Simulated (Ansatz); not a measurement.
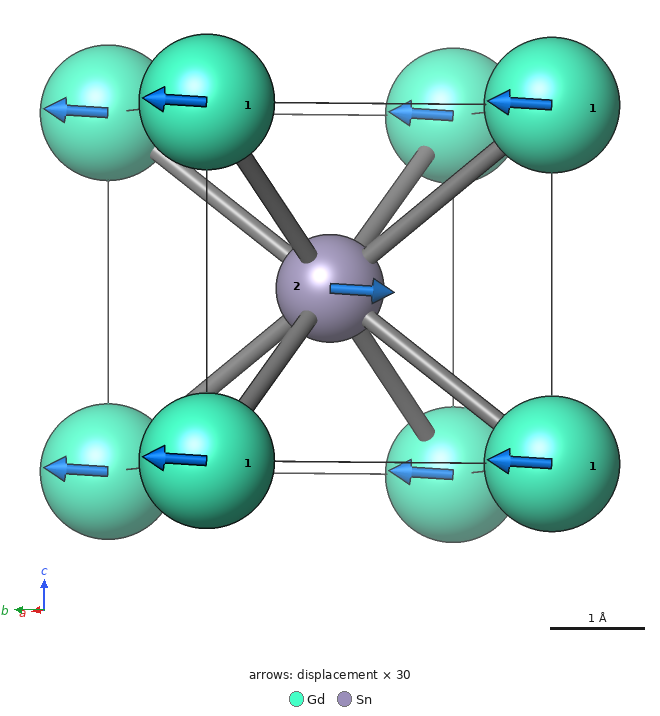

Crystalline GdSn (built on the CsCl type). The blue arrows show how the atoms are displaced (without the part that the change of the cell carries along), magnified 30 times. Besides, the cell is strained by +1.2 % roughly along [0 1 −1], +0.3 % along [1 1 1], −0.7 % along [3 −2 −1] (volume +0.8 %). The picture is a ball-and-stick view of the cell of the calculation, seen from a free direction.

These are results of DFT PBE+U, scalar-relativistic, plane waves, PAW in Ansatz 0.2.0, not measurements. Set-up: plane-wave cutoff 420 eV; k-point mesh 8 × 8 × 8; occupations gaussian; smearing width 0.05 eV; U Gd 6.0 eV; collinear spin.

### Describe the displacements and the computed response.

Atoms are displaced by 0.02 Å relative to the cell: Gd1 0.02 Å roughly along [1 3 0], Sn2 0.02 Å roughly along [−1 −3 0]. No relaxation follows. Some distances before and after: Gd–Sn 3.312 → 3.270 to 3.371 Å. The space group (tolerance 0.01 Å) goes from Pm-3m (No. 221) to P1 (No. 1). The energy changes by less than 1 meV per atom. The pressure goes from 0.0 to −0.4 GPa. The principal stresses (compression positive) are 0.2 GPa along [0 1 −2], −0.4 GPa along [1 2 1], −1.1 GPa roughly along [3 −1 −1]. The largest forces, 0.14 eV/Å, act on Gd1 and Sn2; on Sn2 it points roughly along +b. The absolute magnetisation per cell goes from 7.59 to 7.58 μB (net moment 7.53 and 7.52 μB).
